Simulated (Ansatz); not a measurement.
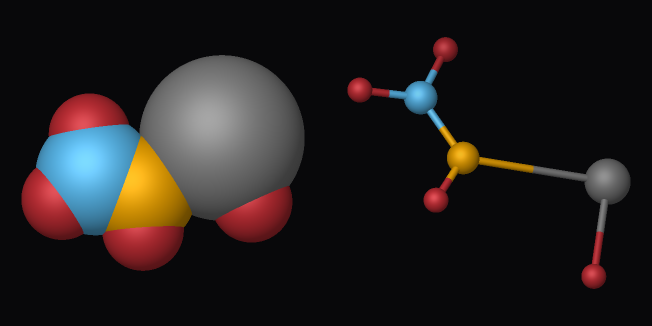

The same structure drawn twice, from different directions. Colours: carbon blue, nitrogen orange, indium grey, hydrogen red.

The computed structure is the end point of a PBE0-D4/def2-TZVP optimisation.

Describe the molecule.

The molecule is CH₄InN. The point group is Cs. All atoms lie on one plane. Coordination: 1 C trigonal planar; 1 N trigonal planar; 1 In bent.

The parts below concern this one geometry. Atoms keep their numbers from picture to picture.

**Dipole moment**

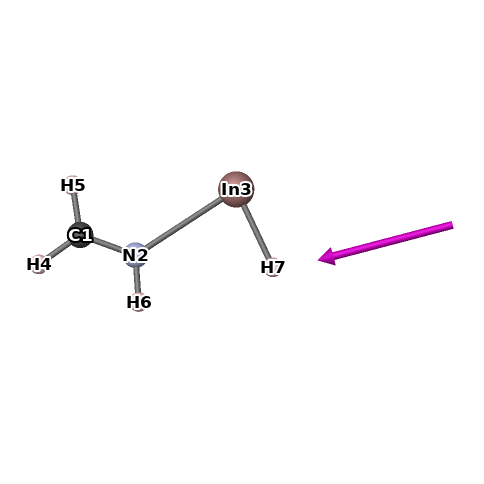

The arrow beside the molecule shows the direction of the dipole moment, from the negative to the positive end (its length means nothing). Level of theory: RKS PBE-D4/def2-TZVPP, core potentials on In (Ansatz 0.2.0).

> How large is the dipole moment?

4.60 D; it points from the side of H7 to the side of H4 (the outermost atoms at the two ends).

**Electronic properties**

Method: RKS PBE0-D4/def2-TZVPP, core potentials on In (Ansatz 0.2.0).

> Give the dispersion correction at this level.

−10.1 kJ/mol.

> What is the LUMO energy (Kohn–Sham orbital)?

−1.67 eV.

> Give the HOMO energy (Kohn–Sham orbital) at this level.

−4.91 eV.

> Give the vertical ionisation energy at this level.

6.94 eV.

**Charges**

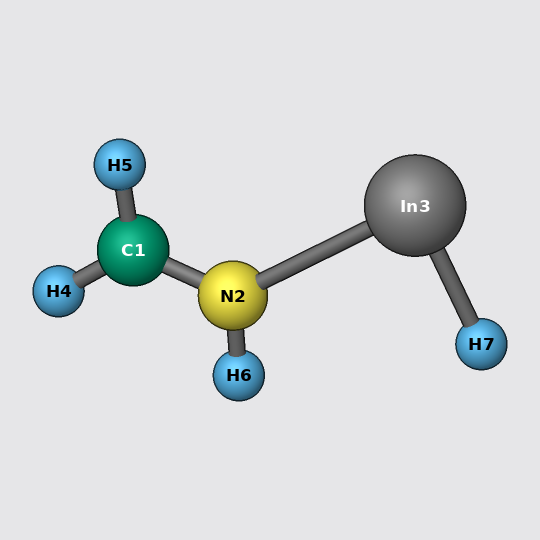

The questions are on Mulliken charges. Level of theory: RKS PBE-D4/def2-TZVPP, core potentials on In (Ansatz 0.2.0).

Give the Mulliken charges atom by atom.

```json
{"atom": "C1", "value (e)": "−0.02"}
{"atom": "N2", "value (e)": "−0.24"}
{"atom": "In3", "value (e)": "0.13"}
{"atom": "H4", "value (e)": "0.10"}
{"atom": "H5", "value (e)": "0.11"}
{"atom": "H6", "value (e)": "0.19"}
{"atom": "H7", "value (e)": "−0.27"}
```

Mulliken values depend strongly on the basis set and can even reverse the polarity of a bond.
